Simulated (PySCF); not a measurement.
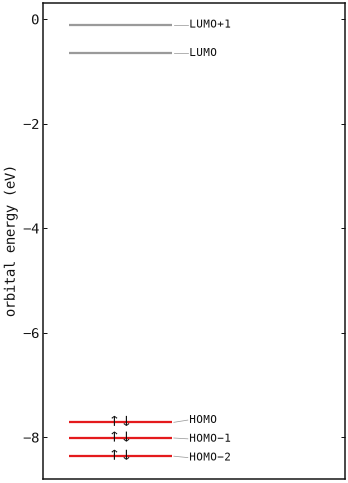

Kohn-Sham orbital energies near the frontier, PBE0/def2-SVPD, PySCF 2.14.0, at a GFN2-xTB geometry (no frequency check), isolated molecule; empty levels in grey, levels within 0.03 eV side by side.

Which molecule has this level scheme?
A. C₃H₅B, SMILES BC1=CC1
B. C₆H₉⁺, SMILES CCc1c[c+]1C
C. CH₆BrGeP, SMILES [CH3][Ge@H]([PH2])[Br], singlet
D. C₇H₂F₄, SMILES C#C/C=C(/F)C#CC(F)(F)F

C. HOMO −7.71 eV, LUMO −0.65 eV, separation 7.06 eV.

Note: the tight-binding geometry is rougher than a DFT one and adds to the error; spin-orbit coupling is left out, and with Br it can shift these levels and split any degenerate set; empty levels above zero depend strongly on the basis.
